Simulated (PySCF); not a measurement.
Molecule: SMILES C(Cl)Cl (CH2Cl2). Atoms near the plane z = 0.0 Å, at the PBE0/def2-SVP optimised geometry (x, y, z in Å): Cl1 (-1.2, 1.1, 0.0), C2 (-0.5, -0.6, 0.0), Cl3 (1.2, -0.6, 0.0), H4 (-0.9, -1.1, 0.9), H5 (-0.9, -1.1, -0.9).

Computed with PySCF with PBE0/def2-TZVP. Cells within 0.4 Å of a nucleus heavier than hydrogen are left out (blank, or x). The values are rescaled to run from 0 to 1.

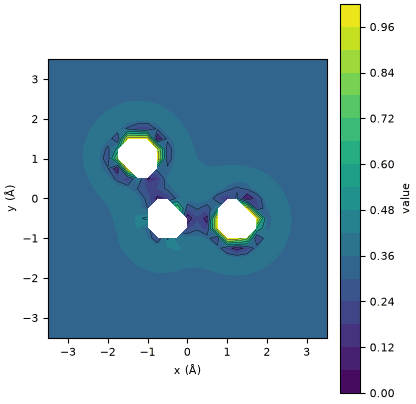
*a field on the plane z = 0.0 Å.*

**Question.** Which quantity is mapped?
(A) Laplacian of the electron density
(B) electrostatic potential
(C) an orbital amplitude
(D) log10 of the electron density

**Answer.** A, Laplacian of the electron density. In full: Laplacian of the electron density (e/bohr⁵), clipped to [-1.50, 1.50].
